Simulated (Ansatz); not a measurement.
**[GeH5]− (SMILES [H][Ge-]([H])([H])([H])[H]) at 6 levels**

We compute a comparison of 6 runs (CAM-B3LYP/STO-3G, PBE0/STO-3G, r2SCAN/STO-3G, RPA@PBE/STO-3G, CCSD/STO-3G, UCCSD(T)/STO-3G) of [GeH5]−. 

The results are computed with Ansatz 0.2.0.

### 1 The molecule

The species is [GeH5]− (6 atoms), meant as a singlet with charge -1. SMILES: `[H][Ge-]([H])([H])([H])[H]`. The H6–Ge1 distance was set to 2.271 Å, away from the relaxed value. At this shape a bond of the SMILES string is far longer than usual.

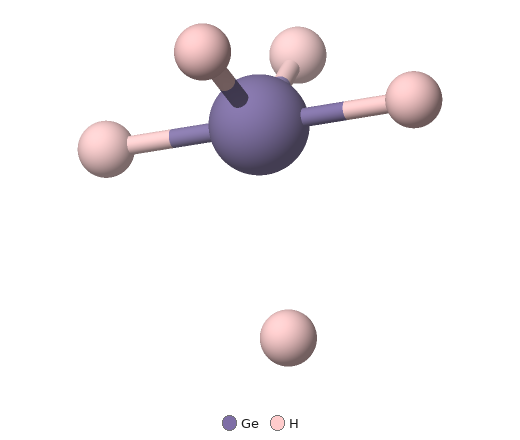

The structure, seen from a chosen angle (germanium purple, hydrogen pink).

### 2 The energy at CAM-B3LYP/STO-3G (run 1)

input.yaml

```yaml
crystal:
  periodic: [false, false, false]
  atoms:
    - {symbol: Ge, position_ang: [0.373506, 0.657282, 0.017949]}
    - {symbol: H, position_ang: [0.349856, 0.652592, 1.780049]}
    - {symbol: H, position_ang: [0.395336, 0.667782, -1.763511]}
    - {symbol: H, position_ang: [1.888236, 0.669322, 0.027029]}
    - {symbol: H, position_ang: [-0.393704, 1.962452, 0.011409]}
    - {symbol: H, position_ang: [-0.746540, -1.317780, -0.016130]}
basis:
  gaussian:
    orbitals: STO-3G
total_charge: -1
hamiltonian:
  xc: {name: CAM-B3LYP}
accuracy: high
```

Launch:

```bash
$ ansatz run input.yaml --threads 1 --pin off --max-ram 2610MiB --events-out events.jsonl --progress --plain --runs-dir runs
```

What it wrote:

```text
Warning: RAYON_NUM_THREADS=1 ignored (pool sized by the plan → 1); use --threads N
Functional definition: CAM-B3LYP
  name "CAM-B3LYP"
  parameter alpha = 0.19
  parameter beta = 0.46
  parameter omega = 0.33/bohr
  parameter ac = 0.81
  exchange = (1 - alpha - beta)*b88_x + beta*b88_x_sr(omega) + alpha*exact_x + beta*exact_x_lr(omega)
  correlation = (1 - ac)*vwn5_c + ac*lyp_c
309 factors; integrals over basis functions are off by at most 5.9e-9 eV
125 factors; integrals over basis functions are off by at most 1.1e-9 eV
mean field evaluation 1: about -55929.4826 eV, gradient 5.4e1 eV
mean field evaluation 2: about -55931.5115 eV, gradient 3.6e1 eV
mean field evaluation 4: about -55939.8192 eV, gradient 3.3e0 eV
mean field evaluation 8: about -55939.8535 eV, gradient 4.3e-2 eV
mean field evaluation 16: about -55939.8535 eV, gradient 2.9e-6 eV
mean field -55939.85353519 eV, -2055.7517000236 hartree, gradient 5.3e-8 eV, S^2 0.000000; 0 other end points of the search recorded, 0 dependent functions left out
reference -55939.85354828 eV, -2055.7517005045 hartree; 19, 19 occupied and 4, 4 virtual orbitals, 309 factors
Total energy: -55939.85354828 eV, -2055.7517005045 hartree
```

Wall time 1.1 s (1 thread of Arm Neoverse V2, shared host); peak memory 0.093 GiB.

### 3 A single-point energy at PBE0/STO-3G (run 2)

run.yaml

```yaml
crystal:
  periodic: [false, false, false]
  atoms:
    - symbol: Ge
      position_ang: [0.373506, 0.657282, 0.017949]
    - symbol: H
      position_ang: [0.349856, 0.652592, 1.780049]
    - symbol: H
      position_ang: [0.395336, 0.667782, -1.763511]
    - symbol: H
      position_ang: [1.888236, 0.669322, 0.027029]
    - symbol: H
      position_ang: [-0.393704, 1.962452, 0.011409]
    - symbol: H
      position_ang: [-0.746540, -1.317780, -0.016130]
basis:
  gaussian:
    orbitals: STO-3G
total_charge: -1
hamiltonian:
  xc: pbe0
accuracy: high
```

Launch:

```bash
$ ansatz run run.yaml --threads 1 --pin off --max-ram 2610MiB --events-out events.jsonl --progress --plain --runs-dir runs
```

What it wrote:

```text
Warning: RAYON_NUM_THREADS=1 ignored (pool sized by the plan → 1); use --threads N
Functional definition: PBE0
  name "PBE0"
  parameter a = 0.25
  parameter kappa = 0.804
  parameter beta = 0.06672455060314922
  exchange = (1 - a)*pbe_x(kappa = kappa, mu = beta*pi^2/3) + a*exact_x
  correlation = pbe_c(beta = beta)
309 factors; integrals over basis functions are off by at most 5.9e-9 eV
mean field evaluation 1: about -55887.6820 eV, gradient 1.1e2 eV
mean field evaluation 2: about -55907.3547 eV, gradient 5.4e1 eV
mean field evaluation 4: about -55931.7717 eV, gradient 1.3e1 eV
mean field evaluation 8: about -55932.8634 eV, gradient 1.6e-1 eV
mean field evaluation 16: about -55932.8636 eV, gradient 2.2e-6 eV
mean field -55932.86362827 eV, -2055.4948256822 hartree, gradient 8.5e-8 eV, S^2 0.000000; 0 other end points of the search recorded, 0 dependent functions left out
reference -55932.86362962 eV, -2055.4948257318 hartree; 19, 19 occupied and 4, 4 virtual orbitals, 309 factors
Total energy: -55932.86362962 eV, -2055.4948257318 hartree
```

It took 1.1 s on 1 thread of Arm Neoverse V2, shared host.

Runs 3 to 4 aren't shown in full; the table further down has their settings and results.

### 4 A single-point energy at CCSD/STO-3G (run 5)

run.yaml

```yaml
crystal:
  periodic: [false, false, false]
  atoms:
    - {symbol: Ge, position_ang: [0.373506, 0.657282, 0.017949]}
    - {symbol: H, position_ang: [0.349856, 0.652592, 1.780049]}
    - {symbol: H, position_ang: [0.395336, 0.667782, -1.763511]}
    - {symbol: H, position_ang: [1.888236, 0.669322, 0.027029]}
    - {symbol: H, position_ang: [-0.393704, 1.962452, 0.011409]}
    - {symbol: H, position_ang: [-0.746540, -1.317780, -0.016130]}
basis:
  gaussian:
    orbitals: STO-3G
correlation:
  method: ccsd
  frozen_orbitals: {Ge: 9, H: 0}
accuracy: high
total_charge: -1
scf:
  omitted_lower_state_checks: [cluster_reference, increment]
```

Launch:

```bash
$ ansatz run run.yaml --threads 1 --pin off --max-ram 2610MiB --events-out events.jsonl --progress --plain --runs-dir runs
```

What it wrote:

```text
Warning: RAYON_NUM_THREADS=1 ignored (pool sized by the plan → 1); use --threads N
[... 11 lines left out ...]
9 core orbitals not correlated: weight in the atoms' cores, before any rotation towards them, 1.000 or more for the frozen orbitals, at most 0.000 for the correlated occupied ones
[... 24 lines left out ...]
Total energy: -55902.11548090 eV, -2054.3648521083 hartree
Checks for a lower state left out: cluster_reference, increment
```

Wall time 0.16 s (1 thread of Arm Neoverse V2, shared host).

### 5 The energy at UCCSD(T)/STO-3G (run 6)

molecule.yaml

```yaml
crystal:
  periodic: [false, false, false]
  atoms:
    - {symbol: Ge, position_ang: [0.373506, 0.657282, 0.017949]}
    - {symbol: H, position_ang: [0.349856, 0.652592, 1.780049]}
    - {symbol: H, position_ang: [0.395336, 0.667782, -1.763511]}
    - {symbol: H, position_ang: [1.888236, 0.669322, 0.027029]}
    - {symbol: H, position_ang: [-0.393704, 1.962452, 0.011409]}
    - {symbol: H, position_ang: [-0.746540, -1.317780, -0.016130]}
basis:
  gaussian: {orbitals: STO-3G}
scf: {omitted_lower_state_checks: [cluster_reference, increment]}
magnetization: {spin_polarized: true}
accuracy: high
total_charge: -1
correlation: {method: ccsd_t, frozen_orbitals: {Ge: 9, H: 0}}
```

Launch:

```bash
$ ansatz run molecule.yaml --threads 1 --pin off --max-ram 2610MiB --events-out events.jsonl --progress --plain --runs-dir runs
```

What it wrote:

```text
Warning: RAYON_NUM_THREADS=1 ignored (pool sized by the plan → 1); use --threads N
[... 12 lines left out ...]
9 core orbitals not correlated: weight in the atoms' cores, before any rotation towards them, 1.000 or more for the frozen orbitals, at most 0.000 for the correlated occupied ones
[... 30 lines left out ...]
Total energy: -55902.14359290 eV, -2054.3658852052 hartree
Checks for a lower state left out: cluster_reference, increment
```

Run time: 0.34 s. Hardware: 1 thread of Arm Neoverse V2, shared host.

### 6 All runs side by side

```
run             level  frozen core orbitals   energy (Eh)  wall time
  1  CAM-B3LYP/STO-3G                     –  -2055.751701      1.1 s
  2       PBE0/STO-3G                     –  -2055.494826      1.1 s
  3     r2SCAN/STO-3G                     –  -2055.794773      2.5 s
  4    RPA@PBE/STO-3G                     9  -2054.397372      2.4 s
  5       CCSD/STO-3G                     9  -2054.364852     0.16 s
  6   UCCSD(T)/STO-3G                     9  -2054.365885     0.34 s
```

### 7 Results

| quantity | value |
| --- | --- |
| run 6: total energy | -2054.36589 Eh |
| run 6: correlation energy (9 core orbitals frozen) | -96.4 mEh |
| run 6: (T) correction | -2.28 mEh |
| run 6: ⟨S²⟩ of the reference determinant | 0.455 |
| run 6: T1 diagnostic | 0.055 |

In words: Totals of different functionals can't be ranked against each other. In run 5 the log says that unrestricted orbitals would lower the reference, so the values rest on an unstable closed-shell determinant (other closed-shell runs at this shape may share the fault). In runs 1, 2, 3, 4, 5, 6 the basis is minimal, so the values are rough. Spin contamination of the reference: run 6 ⟨S²⟩ = 0.45. All runs together took 7.6 s, the longest 2.5 s.
